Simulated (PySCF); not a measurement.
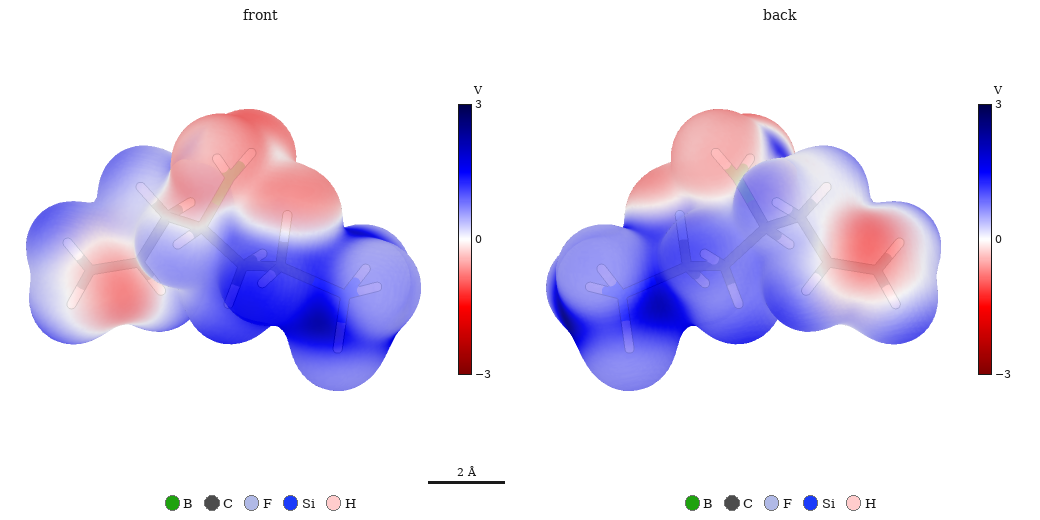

C$_{6}$H$_{14}$BFSi. The electrostatic potential painted on the density surface at 0.004 e/bohr³, seen from the front and from behind; red is negative and blue positive.

Geometry: GFN2-xTB.

These are results of PySCF 2.14.0, PBE0/pcSseg-1, SCF density, gas phase, non-relativistic, not measurements.

```xyz
23

B     0.0511    1.9820    0.6397
C    -0.5502    0.5043    0.4158
C    -1.7377    0.5009   -0.5645
C    -2.3326   -0.8622   -0.7179
C    -3.4737   -1.2417   -0.1735
C     0.6139   -0.3552   -0.0988
C     1.8116   -0.0750    0.7938
F     1.8266    1.3286    0.9907
Si    3.5225   -0.5835    0.0904
H     0.2951    2.6176   -0.3165
H    -0.1529    2.5427    1.6484
H    -0.9046    0.0598    1.3531
H    -1.3960    0.8673   -1.5354
H    -2.4941    1.1917   -0.1872
H    -1.7532   -1.5659   -1.3026
H    -3.8621   -2.2402   -0.2874
H    -4.0739   -0.5618    0.4092
H     0.8473   -0.0711   -1.1279
H     0.3958   -1.4240   -0.0750
H     1.6304   -0.4800    1.7961
H     3.6560    0.0368   -1.2250
H     3.5288   -2.0427   -0.0034
H     4.5473   -0.1013    1.0124
```

Where is the surface potential most negative and most positive?

Answer. The most negative region (about −0.9 V) lies over C4 and C5, the most positive (about +2.2 V) over Si9.

How polar is the molecule by this calculation?

Answer. Its dipole moment is 2.90 D.
